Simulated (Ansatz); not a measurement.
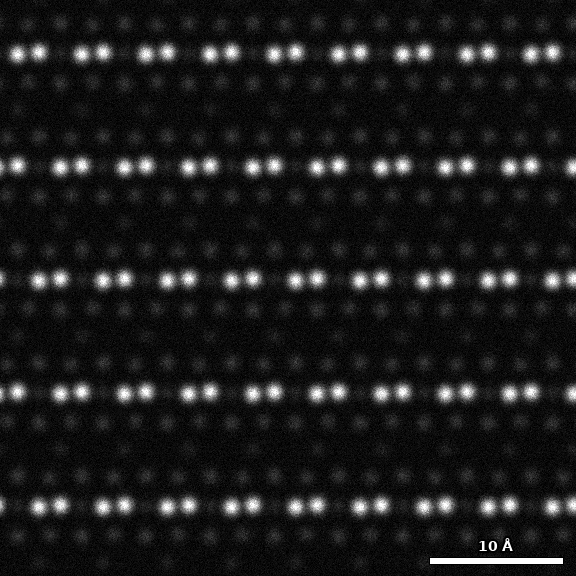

HAADF-like image of Al7Au2S3 (R-3m, No. 166) along [100]. The image is simulated as a sum over atoms of Z^1.7, blurred by a 0.88 Å probe (no channelling). The display is stretched by a gamma of 0.8; percentages refer to the linear signal. Shot noise was added.

One planar defect was built into the perfect crystal by geometry alone, without relaxation. Host structure: the geometry relaxed with DFT, PAW plane waves, pbe (Ansatz 0.2.0); the starting structure was generated, so it need not be a known form of this composition.

**Where does the periodic pattern break, and how?**

A planar fault (a stacking fault or antiphase boundary) runs horizontally about 22 Å below the top edge. The part above it is shifted along the boundary by 1/3 of the 4.87 Å repeat of the rows (1.6 Å to the right, the same as 3.2 Å to the left); both parts keep the same orientation.
